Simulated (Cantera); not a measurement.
A closed system holds: 1 mol Ta(OEt)5, 0.8 mol O2, equilibrated at 2402 °C.

Equilibrium computed with Cantera from the NASA thermochemical tables; the gas is ideal and each condensed phase is pure. Candidate condensed phases: C, C6H6, C7H8, C8H18, H2O, Ta, TaC, Ta2O5; 113 gas species. The feed counts by its element totals alone. TaC: taken at fixed stoichiometry. Condensed phases not in the tables: Ta2C. Equilibrium is a limit: real reactors are often held back by kinetics, nucleation or transport.

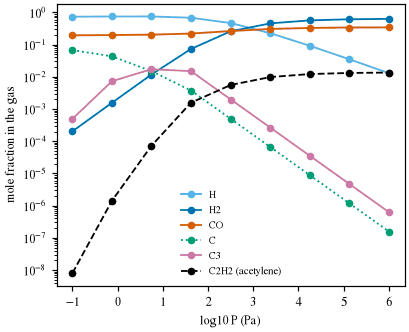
Fig. 1. Equilibrium gas composition (values under 1e-9 drawn at 1e-9)

**Question.** Read off the mole fractions at 0.100 Pa.

**Answer.** H about 0.74, CO about 0.19, C about 0.067, C3 about 0.00050, H2 about 0.00020.
